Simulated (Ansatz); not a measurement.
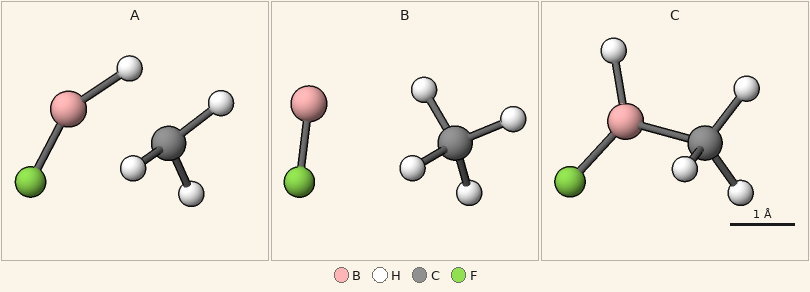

3 geometries from a converged minimum-energy path of CH$_{4}$BF, shuffled. Style: ball-and-stick. Shown at a tilt.

Computed with RKS r2SCANh-D4/def2-SVP in Ansatz. Set-up: 7 movable images; climbing image; force threshold 0.03 eV/Å; iteration limit 60; starting path through a guess of the saddle point.

Question: Which frame is the transition state?

Answer: A. In order along the path, whose images run from 0 to 8: C (image 2, +3.9 kJ/mol), A (image 4, +433.6 kJ/mol), B (image 6, +262.5 kJ/mol). Breaking: B–C (1.56 → 3.61 Å), B–H (1.21 → 3.18 Å). Forming: C–H (2.44 → 1.10 Å).
